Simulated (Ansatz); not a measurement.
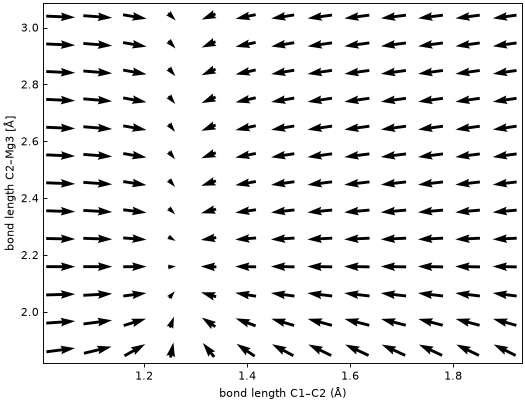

C2H2FMg, SMILES C=[C+][Mg][F], charge +1. The first coordinate is: bond length C1–C2; the second: bond length C2–Mg3. Nothing is relaxed (all other coordinates rigid). The grid has 13 × 13 points. Points are written as (first, second). The reference is spin-restricted, which grows unreliable where a bond is stretched far. These are results of RKS PBE0-D4/def2-TZVP in Ansatz, not measurements.

The picture shows arrows along the force (downhill), their lengths compressed.

Question: The arrows alone are given. Where is the energy lowest?

Answer: The arrows converge at about (1.266 Å, 2.170 Å) (read from the interpolated surface).

The energy map of the same scan:

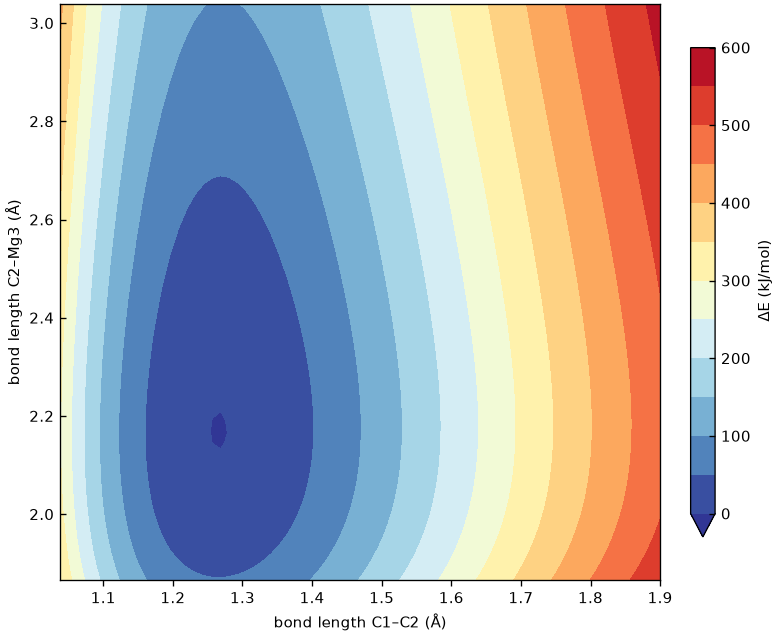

Energies are in kJ/mol, from the lowest grid point; between grid points the surface is interpolated.
